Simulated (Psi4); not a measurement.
# SiO (SMILES O=[Si]), step by step

We compute a geometry optimisation (singlet SiO, SVWN-RPA/pcseg-1), then the energy (doublet SiO+, USVWN-RPA/pcseg-1), then a geometry optimisation (doublet SiO+, USVWN-RPA/pcseg-1), then the energy (singlet SiO, SVWN-RPA/pcseg-1) of OSi. 

The results are computed with Psi4 1.11.

## 1. The molecule

The species is SiO (2 atoms), meant as a singlet with charge 0. As SMILES, `O=[Si]`. All atoms were displaced at random from a relaxed shape. The run starts from this shape.

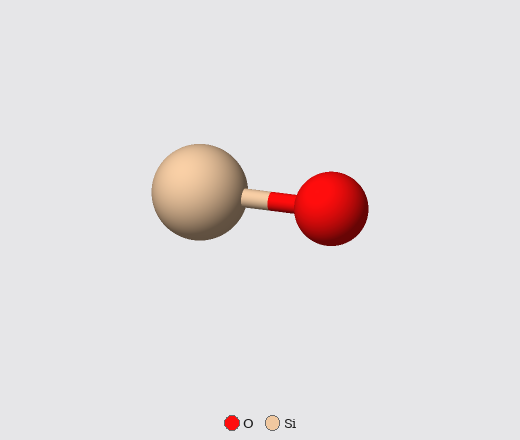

The structure, seen from a chosen angle (oxygen red, silicon light orange).

## 2. A geometry optimisation at SVWN-RPA/pcseg-1 (density fitting) (run 1)

File job.inp:

```
memory 1600 MB

molecule system {
  0 1
  O
  Si 1 1.473574
}

set {
  basis pcseg-1
}

e, wfn = optimize('svwn', return_wfn=True)
print_variables()
```

The run is started by

```
$ psi4 -n 1 job.inp job.out
```

job.out:

```text
[...]
  Running in c2v symmetry.
[...]
  Nuclear repulsion =   40.220475927941187
[...]
  Multiplicity = 1
[...]
  Nalpha       = 11
  Nbeta        = 11
[...]
    Number of basis functions: 32
[...]
   @DF-RKS iter   1:  -363.09238040261607   -5.80053e-02   4.90557e-02 ADIIS/DIIS
[...]
   @DF-RKS iter   6:  -363.45901415558228   -3.97904e-13   2.03146e-09 DIIS
[...]
    Orbital Energies [Eh]
    ---------------------
    Doubly Occupied:
       1A1   -65.153995     2A1   -18.604479     3A1    -5.079977
       1B1    -3.524444     1B2    -3.524444     4A1    -3.518376
       5A1    -0.876201     6A1    -0.413838     2B2    -0.319790
       2B1    -0.319790     7A1    -0.294504
[...]
  @DF-RKS Final Energy:  -363.45901415558228
   => Energetics <=
    Nuclear Repulsion Energy =             38.7120280908695591
    One-Electron Energy =                -581.8023644691550089
    Two-Electron Energy =                 207.8075861834911962
    DFT Exchange-Correlation Energy =     -28.1762639607880558
    Empirical Dispersion Energy =           0.0000000000000000
    VV10 Nonlocal Energy =                  0.0000000000000000
    Total Energy =                       -363.4590141555822811
[...]
 Multipole Moments:
 ------------------------------------------------------------------------------------
     Multipole            Electronic (a.u.)      Nuclear  (a.u.)        Total (a.u.)
 ------------------------------------------------------------------------------------
 L = 1.  Multiply by 2.5417464519 to convert [e a0] to [Debye]
 Dipole X            :          0.0000000            0.0000000            0.0000000
 Dipole Y            :          0.0000000            0.0000000            0.0000000
 Dipole Z            :          1.0582639            0.0074607            1.0657246
 Magnitude           :                                                    1.0657246
[...]
  -Total Gradient:
     Atom            X                  Y                   Z
    ------   -----------------  -----------------  -----------------
       1        0.000000000000     0.000000000000     0.000061101644
       2        0.000000000000     0.000000000000    -0.000039673988
[...]
    Final optimized geometry and variables:
    Molecular point group: c2v
    Full point group: C_inf_v
    Geometry (in Angstrom), charge = 0, multiplicity = 1:
    O
    SI            1    1.530993
  Variable Map:
  ----------------------------------------------------------------------------
  "CURRENT ENERGY"              =>    -363.459014155582
  "CURRENT REFERENCE ENERGY"    =>    -363.459014155582
  "DD SOLVATION ENERGY"         =>       0.000000000000
  "DFT FUNCTIONAL TOTAL ENERGY" =>    -363.459014155582
  "DFT TOTAL ENERGY"            =>    -363.459014155582
  "DFT VV10 ENERGY"             =>       0.000000000000
[...]
```

The script printed:

```text
Optimizer: Optimization complete!
```

Wall time 3.6 s (1 thread of Intel Xeon 6975P-C (Granite Rapids), shared host); peak memory 0.23 GiB.

Step by step:

```
step  energy from the first frame kept (eV)  largest force (eV/Å)
   0                                 0.0000                3.7073
   1                                -0.0957                0.7669
   2                                -0.1007                0.1125
   3                                -0.1008                0.0175
   4                                -0.1008                0.0031
```

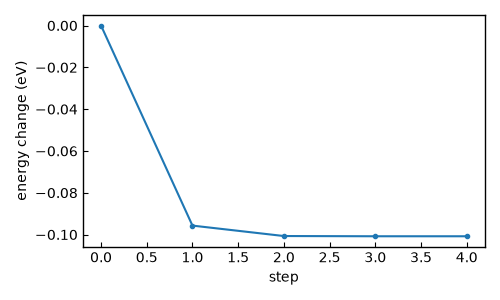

Energy along the run.

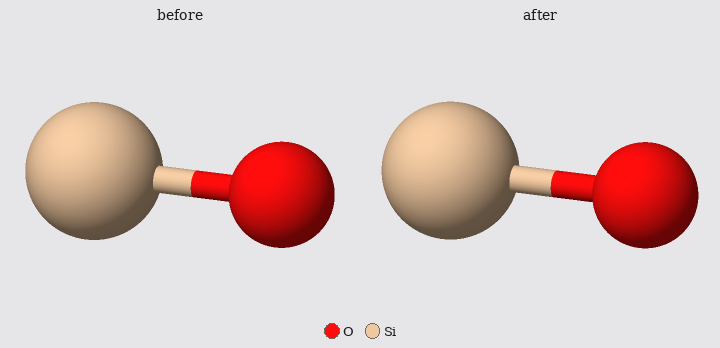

Before and after, at one scale.

After the run. Bond lengths: O1–Si2 1.531 Å.

## 3. The doublet cation: the energy at USVWN-RPA/pcseg-1 (density fitting) (run 2)

File input.in:

```
memory 1600 mb

molecule m {
  1 2
  O     -1.24935274     0.42913413    -0.30947100
  Si     1.36963570    -0.53488887     0.45336608
  units bohr
  symmetry c1
}

set {
  basis pcseg-1
  reference uks
}

energy('svwn')
```

The run is started by

```
$ psi4 -i input.in -o input.out -n 1
```

input.out:

```text
[...]
  Running in c1 symmetry.
[...]
  Nuclear repulsion =   38.712027977897932
[...]
  Multiplicity = 2
[...]
  Nalpha       = 11
  Nbeta        = 10
[...]
    Number of basis functions: 32
[...]
   @DF-UKS iter   1:  -362.64008283708131    3.44968e-01   2.73168e-02 ADIIS/DIIS
[...]
   @DF-UKS iter  10:  -363.01585798851420   -1.14684e-07   6.44127e-07 DIIS
[...]
   @S^2 Observed:                7.519784917E-01
[...]
    Orbital Energies [Eh]
    ---------------------
    Alpha Occupied:
       1A    -65.548196     2A    -18.957688     3A     -5.461395
       4A     -3.905029     5A     -3.904988     6A     -3.904988
       7A     -1.217353     8A     -0.755046     9A     -0.638036
      10A     -0.635250    11A     -0.635250
    Alpha Virtual:
      12A     -0.424999    13A     -0.424999    14A     -0.277037
      15A     -0.114603    16A     -0.072058    17A     -0.072058
      18A     -0.008936    19A      0.160708    20A      0.160708
      21A      0.202768    22A      0.202768    23A      0.434787
      24A      0.539608    25A      0.539608    26A      0.651323
[...]
  @DF-UKS Final Energy:  -363.01585798851420
   => Energetics <=
    Nuclear Repulsion Energy =             38.7120279778979324
    One-Electron Energy =                -574.0484970174610453
    Two-Electron Energy =                 200.1495753745881814
    DFT Exchange-Correlation Energy =     -27.8289643235392390
    Empirical Dispersion Energy =           0.0000000000000000
    VV10 Nonlocal Energy =                  0.0000000000000000
    Total Energy =                       -363.0158579885141990
[...]
 Multipole Moments:
 ------------------------------------------------------------------------------------
     Multipole            Electronic (a.u.)      Nuclear  (a.u.)        Total (a.u.)
 ------------------------------------------------------------------------------------
 L = 1.  Multiply by 2.5417464519 to convert [e a0] to [Debye]
 Dipole X            :          0.0000000           -0.0000000            0.0000000
 Dipole Y            :         -0.0000000            0.0000000           -0.0000000
 Dipole Z            :          1.7394494            0.0074607            1.7469101
 Magnitude           :                                                    1.7469101
[...]
```

Wall time 1.6 s (1 thread of Intel Xeon 6975P-C (Granite Rapids), shared host); peak memory 0.2 GiB.

## 4. The doublet cation: a geometry optimisation at USVWN-RPA/pcseg-1 (density fitting) (run 3)

File calc.inp:

```
memory 1.6 GB

molecule {
  1 2
  O     -0.661129     0.227088    -0.163765
  Si     0.724780    -0.283051     0.239911
  symmetry c1
}

set basis pcseg-1
set reference uks

e_tot, wfn = optimize("svwn", return_wfn=True)
```

The run is started by

```
$ psi4 calc.inp calc.out -n 1
```

calc.out (excerpt; [...] marks lines left out):

```text
[...]
  Running in c1 symmetry.
[...]
  Nuclear repulsion =   38.712027925817615
[...]
  Multiplicity = 2
[...]
  Nalpha       = 11
  Nbeta        = 10
[...]
    Number of basis functions: 32
[...]
   @DF-UKS iter   1:  -362.64008283742373    3.44968e-01   2.73168e-02 ADIIS/DIIS
[...]
   @DF-UKS iter   7:  -363.01585935439903   -8.58336e-12   7.95316e-09 DIIS
[...]
   @S^2 Observed:                7.519721000E-01
[...]
  @DF-UKS Final Energy:  -363.01585935439903
   => Energetics <=
    Nuclear Repulsion Energy =             38.7365568613181921
    One-Electron Energy =                -574.0969158016374649
    Two-Electron Energy =                 200.1741004663526837
    DFT Exchange-Correlation Energy =     -27.8296008804323662
    Empirical Dispersion Energy =           0.0000000000000000
    VV10 Nonlocal Energy =                  0.0000000000000000
    Total Energy =                       -363.0158593543990264
[...]
 Multipole Moments:
 ------------------------------------------------------------------------------------
     Multipole            Electronic (a.u.)      Nuclear  (a.u.)        Total (a.u.)
 ------------------------------------------------------------------------------------
 L = 1.  Multiply by 2.5417464519 to convert [e a0] to [Debye]
 Dipole X            :          0.0000000           -0.0000000            0.0000000
 Dipole Y            :         -0.0000000            0.0000000           -0.0000000
 Dipole Z            :          1.7389207            0.0074560            1.7463768
 Magnitude           :                                                    1.7463768
[...]
  -Total Gradient:
     Atom            X                  Y                   Z
    ------   -----------------  -----------------  -----------------
       1        0.000000000000     0.000000000000    -0.000259723981
       2       -0.000000000000     0.000000000000     0.000275757089
[...]
    Final optimized geometry and variables:
    Molecular point group: c1
    Full point group: C_inf_v
    Geometry (in Angstrom), charge = 1, multiplicity = 2:
    O            0.000000000000    -0.000000000000    -0.973472061926
    SI          -0.000000000000     0.000000000000     0.556551574590
    Psi4 run time: 0:00:01.76
```

On the terminal:

```text
Optimizer: Optimization complete!
```

Wall time 2.5 s (1 thread of Intel Xeon 6975P-C (Granite Rapids), shared host); peak memory 0.23 GiB.

## 5. A single-point energy at SVWN-RPA/pcseg-1 (density fitting) (run 4)

File calc.inp:

```
memory 1600 MB

molecule molecule1 {
  0 1
  O
  Si 1 1.530024
}

set {
  basis pcseg-1
  reference rks
}

e, wfn = energy('svwn', return_wfn=True)
print_variables()
```

The run is started by

```
$ psi4 calc.inp calc.out -n 1
```

calc.out:

```text
[...]
  Running in c2v symmetry.
[...]
  Nuclear repulsion =   38.736547658755676
[...]
  Multiplicity = 1
[...]
  Nalpha       = 11
  Nbeta        = 11
[...]
    Number of basis functions: 32
[...]
   @DF-RKS iter   1:  -363.09938571648939   -1.13527e-01   4.83499e-02 DIIS/ADIIS
[...]
   @DF-RKS iter   9:  -363.45901311461040   -2.12805e-09   4.75028e-07 DIIS
[...]
    Orbital Energies [Eh]
    ---------------------
    Doubly Occupied:
       1A1   -65.153814     2A1   -18.604410     3A1    -5.079860
       1B1    -3.524320     1B2    -3.524320     4A1    -3.518261
       5A1    -0.876423     6A1    -0.413775     2B1    -0.319946
       2B2    -0.319946     7A1    -0.294498
[...]
  @DF-RKS Final Energy:  -363.45901311461040
   => Energetics <=
    Nuclear Repulsion Energy =             38.7365476587556756
    One-Electron Energy =                -581.8514614164588465
    Two-Electron Energy =                 207.8327961967669353
    DFT Exchange-Correlation Energy =     -28.1768955536741004
    Empirical Dispersion Energy =           0.0000000000000000
    VV10 Nonlocal Energy =                  0.0000000000000000
    Total Energy =                       -363.4590131146104000
[...]
 Multipole Moments:
 ------------------------------------------------------------------------------------
     Multipole            Electronic (a.u.)      Nuclear  (a.u.)        Total (a.u.)
 ------------------------------------------------------------------------------------
 L = 1.  Multiply by 2.5417464519 to convert [e a0] to [Debye]
 Dipole X            :          0.0000000            0.0000000            0.0000000
 Dipole Y            :          0.0000000            0.0000000            0.0000000
 Dipole Z            :          1.0571908            0.0074560            1.0646468
 Magnitude           :                                                    1.0646468
[...]
```

Run time: 1.4 s. Hardware: 1 thread of Intel Xeon 6975P-C (Granite Rapids), shared host; peak memory 0.2 GiB.

## 6. Results

| quantity | value |
| --- | --- |
| run 1, SVWN-RPA/pcseg-1: total energy at the end | -363.45901 Eh |
| run 1, SVWN-RPA/pcseg-1: dipole moment | 2.71 D |
| run 1, SVWN-RPA/pcseg-1: HOMO energy | -8.01 eV |
| run 1, SVWN-RPA/pcseg-1: LUMO energy | -3.33 eV |
| run 1, SVWN-RPA/pcseg-1: HOMO–LUMO gap | 4.69 eV |
| run 1, SVWN-RPA/pcseg-1: bond length | 1.531 Å |
| doublet cation, run 2: total energy | -363.01586 Eh |
| doublet cation, run 2: HOMO energy (highest over α and β) | -16.93 eV |
| doublet cation, run 2: LUMO energy (lowest over α and β) | -16.14 eV |
| doublet cation, run 2: ⟨S²⟩ | 0.752 |
| doublet cation, run 3: total energy at the end | -363.01586 Eh |
| doublet cation, run 3: HOMO energy (highest over α and β) | -16.94 eV |
| doublet cation, run 3: LUMO energy (lowest over α and β) | -16.14 eV |
| doublet cation, run 3: bond length | 1.530 Å |
| doublet cation, run 3: ⟨S²⟩ | 0.752 |
| vertical ionisation energy (to the doublet cation) | 12.059 eV |
| adiabatic ionisation energy (to the doublet cation, no zero-point term) | 12.059 eV |

The vertical ionisation energy comes to 12.06 eV (1164 kJ/mol). The negative HOMO energy of the first species, 8.01 eV, lies 4.05 eV below that difference. The adiabatic ionisation energy (to the doublet cation, no zero-point term) is 12.06 eV (1164 kJ/mol). The optimisation (run 1, SVWN-RPA/pcseg-1) took 5 steps and changed the energy by -0.101 eV. The optimisation (doublet cation, run 3) took 2 steps and changed the energy by -0.000 eV.
